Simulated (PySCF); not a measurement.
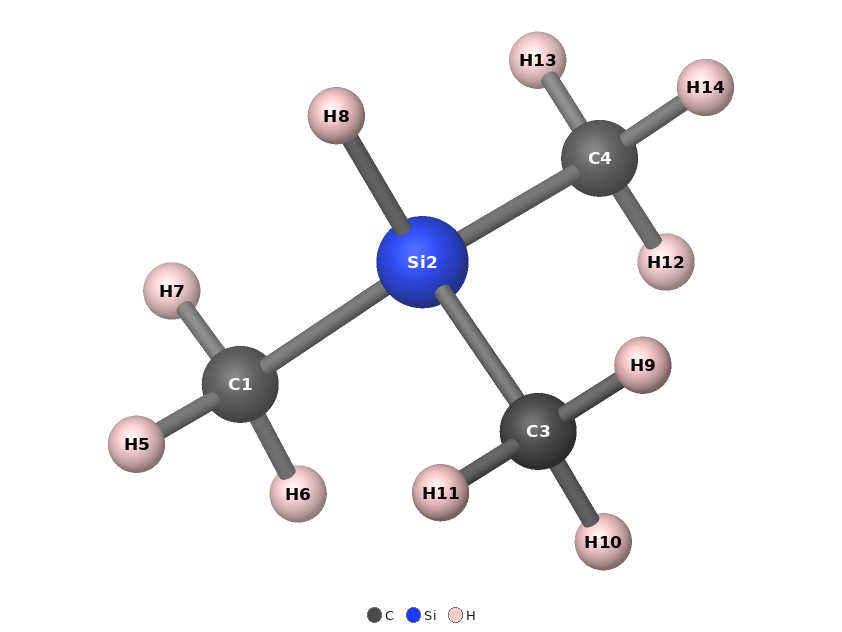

The geometry was computed by an optimisation with GFN2-xTB. No frequency run is at hand to confirm it as a minimum. Level of theory: delta-SCF UKS SCAN, pcX-2 on the ionised atom, pcseg-1 elsewhere, spin-free X2C (PySCF 2.14.0).

Give the core-electron binding energies (to vacuum; p and d levels without spin–orbit splitting) of C1 1s, Si2 1s, Si2 2p.

```csv
atom,level,binding energy (eV)
C1,1s,289.9
Si2,1s,1845.9
Si2,2p,106.3
```

The geometry is semi-empirical. Around Si such bond lengths and angles can be off by a tenth of an ångström or more and by several degrees, and values that hang on the shape move with them.
